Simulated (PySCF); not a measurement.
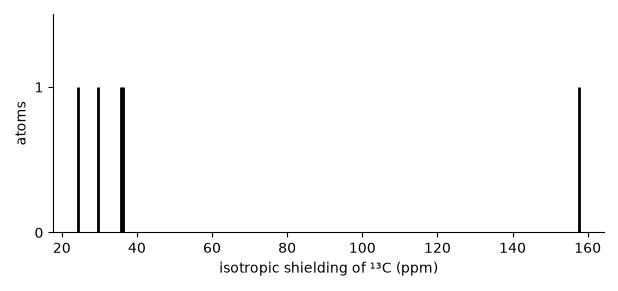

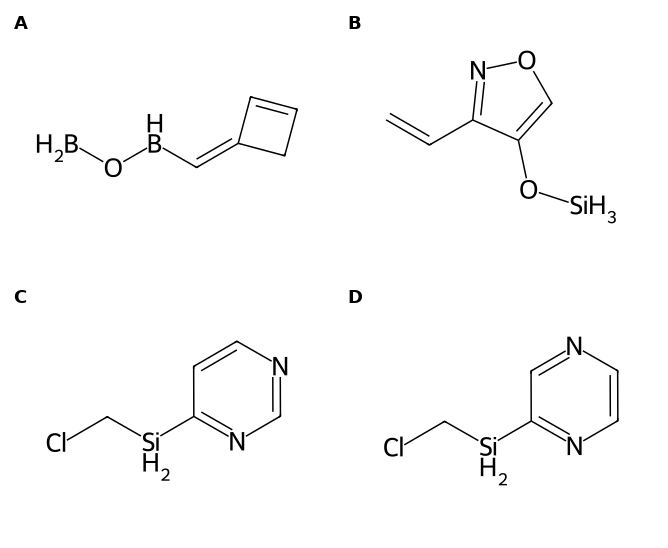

The sticks are computed shieldings of one of the molecules, for one fixed geometry (GFN2-xTB) without averaging over rotations. Low shielding means a high chemical shift. Method: GIAO PBE0/pcSseg-1 NMR shielding, non-relativistic, gas phase (PySCF 2.14.0).

Question: Which molecule gives this pattern?

Answer: D, `ClC[SiH2]c1cnccn1`. Its 5 C atoms give lines at 24.4, 29.6, 35.7, 36.3, 157.7 ppm.

The geometry is semi-empirical. Around B, Si such bond lengths and angles can be off by a tenth of an ångström or more and by several degrees, and values that hang on the shape move with them.
